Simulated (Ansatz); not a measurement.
BClGaH2O (SMILES [BH+][O][GaH][Cl]) (charge +1)

Input file:

```
crystal:
  periodic: [false, false, false]
  atoms:
    - symbol: B
      position_ang: [-1.731240, 1.760284, -1.699790]
    - symbol: Cl
      position_ang: [2.367196, 2.419304, -1.999566]
    - symbol: Ga
      position_ang: [1.129867, 2.289948, -0.329885]
    - symbol: O
      position_ang: [-0.682691, 1.957979, -1.115645]
    - symbol: H
      position_ang: [-2.740209, 1.570388, -2.254536]
    - symbol: H
      position_ang: [0.984826, 2.332314, 1.183614]
basis:
  gaussian: {orbitals: def2-TZVPD}
hamiltonian: {xc: pbe0}
output: {forces: true, orbitals: {seedname: orbitals}}
total_charge: 1
```

Launched as:

```sh
ansatz run input.yaml --threads 2 --pin off --max-ram 4350MiB --events-out events.jsonl --progress --plain --runs-dir runs
```

Geometry: B3LYP-D3(BJ)/6-311G**.

Level of theory: isolated molecule in a Gaussian basis; Kohn-Sham density functional theory, functional PBE0 (Ansatz).

What can the converged electron density and electron localisation function tell about the bonding?

Answer. B–O (1.22 Å): the density is about 2.9 e/Å³ at the midpoint; the ELF peaks at about 0.85 between the atoms: a polar covalent bond.
Ga–O (2.00 Å): ρ at the midpoint is about 0.51 e/Å³; the ELF peaks at about 0.90 in the valence shell of O, 0.6 Å from its nucleus, and is about 0.20 at the midpoint.
Ga–Cl (2.08 Å): the density is about 0.83 e/Å³ at the midpoint; the ELF peaks at about 0.80 in the valence shell of Cl, 0.8 Å from its nucleus, and is about 0.60 at the midpoint.
B–H (1.17 Å): ρ is about 1.4 e/Å³ halfway; the ELF climbs to about 1 towards the hydrogen, as it does in any bond to H (a covalent bond by its length).

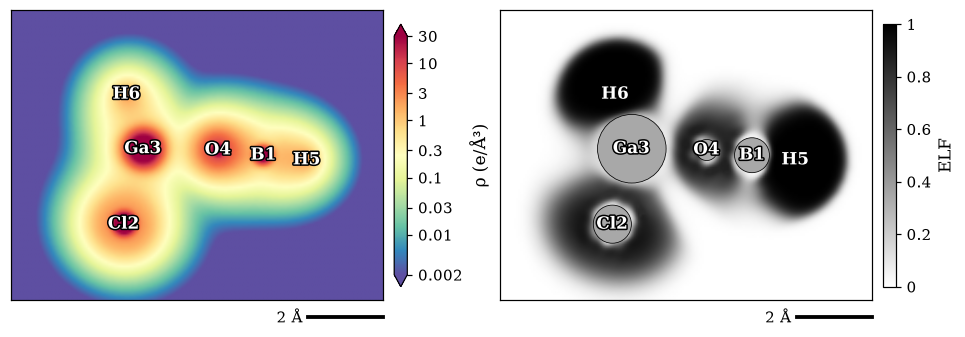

Computed electron density and electron localisation function on the molecular plane, in this order. Grey discs cover the atomic cores in the ELF map. 
